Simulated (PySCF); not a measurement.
```xyz
2

N    -0.5405    0.0516   -0.0739
N     0.5460   -0.0491    0.0456
```

Geometry: PBE0-D3(BJ)/def2-SVP.

These are results of DFT single point, gas phase, functional wB97X in PySCF, not measurements.

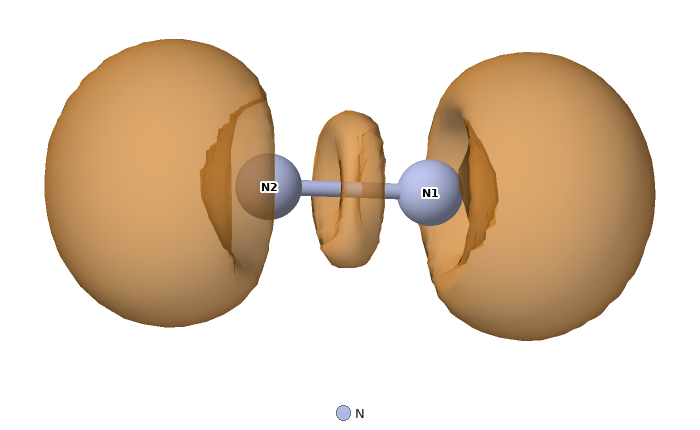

N$_{2}$ (nitrogen molecule). Isosurface of the ELF at 0.8 (orange), seen from one side. Core shells and regions of very low density are left out.

Q: What do the ELF domains correspond to?

A: At this value the surface marks out one region between bonded N–N atoms (shared pairs) and two lobes on N, pointing away from the bonds (lone pairs). Along the contacts the grid gives the following. N–N (1.10 Å): the ELF peaks at about 0.90 between the atoms; a multiple bond.
